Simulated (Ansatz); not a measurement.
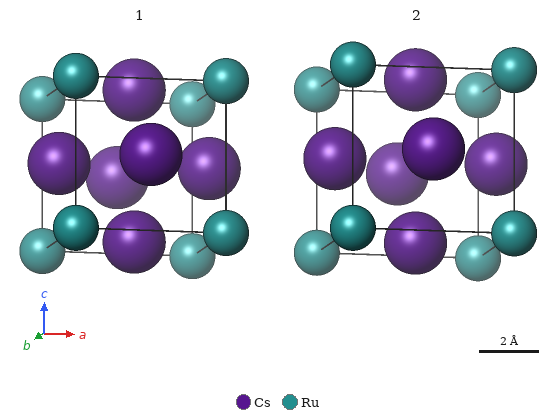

Two geometries of crystalline Cs$_{3}$Ru (built on the Cu3Au (L1_2)_221 type), drawn at one scale. One is the start of a relaxation, the other its converged end. A spheres-only model of the cell of the calculation, seen from a free direction.

Computed with Ansatz 0.2.0, DFT PBE, scalar-relativistic, plane waves, PAW. Settings: plane-wave cutoff 420 eV; k-point mesh 10 × 10 × 10; occupations gaussian; smearing width 0.1 eV; no spin polarisation; cell and atoms relaxed; force threshold 0.01 eV/Å; at most 80 steps.

### Which of the two is the end point?

Structure 2 is the relaxed one. Case: Cu3Au (L1_2) type (Pm-3m, No. 221). Over 4 accepted moves (6 points after the start) the energy falls by 0.193 eV per cell of the calculation. All forces vanish by symmetry, so only the cell relaxes. Pressure: 2.09 GPa at the start and 0.01 GPa at the end. At 2 points the geometry stayed and the basis and grid were re-selected for the new cell (energy shift of 3.1 meV per cell of the calculation at most each time). No atom moves by more than 0.005 Å relative to the cell. The drawn cell changes as follows: a = b = c 5.265 → 5.657 Å (+7.4 %); the volume changes by +24.0 %. Near-neighbour distances that change, for instance: Cs–Cs 3.723 → 4.000 Å, Cs–Ru 3.723 → 4.000 Å. The space group stays Pm-3m (No. 221). The run took 120 s on 1 thread of Arm Neoverse V1, with other jobs on the host, peak memory 0.54 GiB.
